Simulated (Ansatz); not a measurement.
**InCl2O (SMILES [O][In]([Cl])[Cl]): UB3LYP/def2-SVPD (core potential)**

What is the electronic atomisation energy of InCl2O at UB3LYP/def2-SVPD (core potential)? 

The results are computed with Ansatz 0.2.0.

34 further runs of the same task are left out: 1 that didn't finish, 33 set aside as unsound or not needed. Runs told in other sessions of the task aren't counted.

**1. The system as given**

InCl2O: 4 atoms, total charge 0, spin state doublet. SMILES: `[O][In]([Cl])[Cl]`. Geometry: relaxed at PBE0-D4/def2-TZVP.

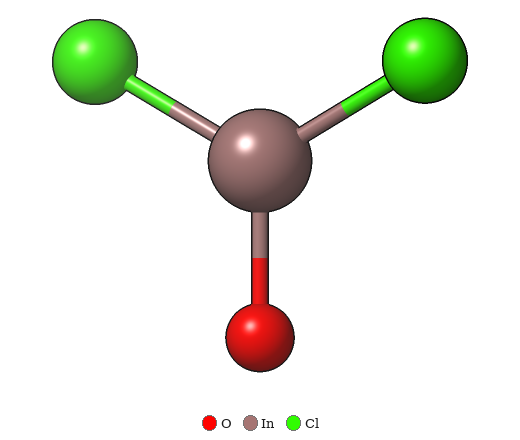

The structure, seen from a chosen angle (oxygen red, indium brown, chlorine green).

**2. The energy at UB3LYP/def2-SVPD (core potential)**

run.yaml

```yaml
crystal:
  periodic: [false, false, false]
  atoms:
    - {symbol: O, position_ang: [0.606300, 1.014000, 1.667600]}
    - {symbol: In, position_ang: [0.031700, 0.016000, 0.045400]}
    - {symbol: Cl, position_ang: [0.741600, -2.145000, -0.248200]}
    - {symbol: Cl, position_ang: [-1.324100, 1.054700, -1.485200]}
basis:
  gaussian: {orbitals: def2-SVPD}
hamiltonian: {xc: {name: B3LYP}}
output: {orbitals: {seedname: orbitals}}
magnetization: {spin_polarized: true, initial_magnetization: 1}
accuracy: high
```

The run is started by

```bash
$ ansatz run run.yaml --threads 1 --pin off --max-ram 3480MiB --events-out events.jsonl --progress --plain --runs-dir runs
```

Standard output:

```text
Warning: RAYON_NUM_THREADS=1 ignored (pool sized by the plan → 1); use --threads N
Functional definition: B3LYP
  name "B3LYP"
  parameter a0 = 0.2
  parameter ax = 0.72
  parameter ac = 0.81
  exchange = (1 - a0 - ax)*slater_x + ax*b88_x + a0*exact_x
  correlation = (1 - ac)*vwn_rpa_c + ac*lyp_c
2170 factors; integrals over basis functions are off by at most 3.0e-9 eV
mean field evaluation 1: about -32241.3019 eV, gradient 5.6e1 eV
mean field evaluation 2: about -32014.0216 eV, gradient 1.4e2 eV
mean field evaluation 4: about -32251.2861 eV, gradient 3.9e1 eV
mean field evaluation 8: about -32260.0778 eV, gradient 3.1e0 eV
mean field evaluation 16: about -32260.1833 eV, gradient 6.5e-3 eV
mean field evaluation 32: about -32260.1833 eV, gradient 5.5e-6 eV
mean field -32260.18332476 eV, -1185.5398704475 hartree, gradient 5.8e-8 eV, S^2 0.755897; 4 other end points of the search recorded, 0 dependent functions left out
reference -32260.18335893 eV, -1185.5398717029 hartree; 32, 31 occupied and 77, 78 virtual orbitals, 2170 factors
Total energy: -32260.18335893 eV, -1185.5398717029 hartree
```

Wall time 39 s (1 thread of Arm Neoverse V2, shared host); peak memory 0.64 GiB.

**3. The Cl atom, same level**

in.yaml

```yaml
crystal:
  periodic: [false, false, false]
  atoms:
    - {symbol: Cl, position_ang: [0.000000, 0.000000, 0.000000]}
basis:
  gaussian:
    orbitals: def2-SVPD
magnetization:
  spin_polarized: true
  initial_magnetization: 1
hamiltonian:
  xc: {name: B3LYP}
accuracy: high
```

Run the same way, it converges to -460.01590 Eh (log not shown).

**4. The In atom**

job.yaml

```yaml
crystal:
  periodic: [false, false, false]
  atoms:
    - {symbol: In, position_ang: [0.000000, 0.000000, 0.000000]}
basis:
  gaussian:
    orbitals: def2-SVPD
magnetization:
  spin_polarized: true
  initial_magnetization: 1
hamiltonian:
  xc: {name: B3LYP}
accuracy: high
```

The run is started by

```bash
$ ansatz run job.yaml --threads 1 --pin off --max-ram 3480MiB --events-out events.jsonl --progress --plain --runs-dir runs
```

Standard output, cut to the lines that bear on the results:

```text
Warning: RAYON_NUM_THREADS=1 ignored (pool sized by the plan → 1); use --threads N
[... 7 set-up lines as earlier in the session ...]
297 factors; integrals over basis functions are off by at most 1.1e-9 eV
mean field evaluation 1: about -5175.0895 eV, gradient 1.8e0 eV
mean field evaluation 2: about -5175.1116 eV, gradient 3.4e-1 eV
mean field evaluation 4: about -5175.1116 eV, gradient 3.4e-1 eV
mean field evaluation 8: about -5175.1122 eV, gradient 1.2e-3 eV
mean field evaluation 16: about -5175.0644 eV, gradient 1.9e0 eV
mean field evaluation 32: about -5175.1122 eV, gradient 8.4e-4 eV
mean field -5175.11221881 eV, -190.1818662244 hartree, gradient 2.7e-8 eV, S^2 0.751966; 1 other end points of the search recorded, 0 dependent functions left out
reference -5175.11224064 eV, -190.1818670265 hartree; 11, 10 occupied and 21, 22 virtual orbitals, 297 factors
Total energy: -5175.11224064 eV, -190.1818670265 hartree
```

It took 2.3 s on 1 thread of Arm Neoverse V2, shared host; peak memory 0.11 GiB.

**5. The O atom, same level**

molecule.yaml

```yaml
crystal:
  periodic: [false, false, false]
  atoms:
    - symbol: O
      position_ang: [0.000000, 0.000000, 0.000000]
basis:
  gaussian: {orbitals: def2-SVPD}
magnetization: {spin_polarized: true, initial_magnetization: 2}
hamiltonian: {xc: {name: B3LYP}}
accuracy: high
```

Run the same way, it converges to -75.00924 Eh (log not shown).

**6. Summary of results**

At UB3LYP/def2-SVPD (core potential):

| quantity | value |
| --- | --- |
| molecule: total energy | -1185.53987 Eh |
| molecule: HOMO energy (highest over α and β) | -9.04 eV |
| molecule: LUMO energy (lowest over α and β) | -5.28 eV |
| molecule: ⟨S²⟩ | 0.756 |
| Cl atom: total energy | -460.01590 Eh |
| Cl atom: ⟨S²⟩ | 0.752 |
| In atom: total energy | -190.18187 Eh |
| In atom: ⟨S²⟩ | 0.752 |
| O atom: total energy | -75.00924 Eh |
| O atom: ⟨S²⟩ | 2.004 |
| electronic atomisation energy | 8.625 eV |

**Reading.** Taking the molecule apart into free atoms costs 8.62 eV (199 kcal/mol), before zero-point energy and without spin-orbit coupling.
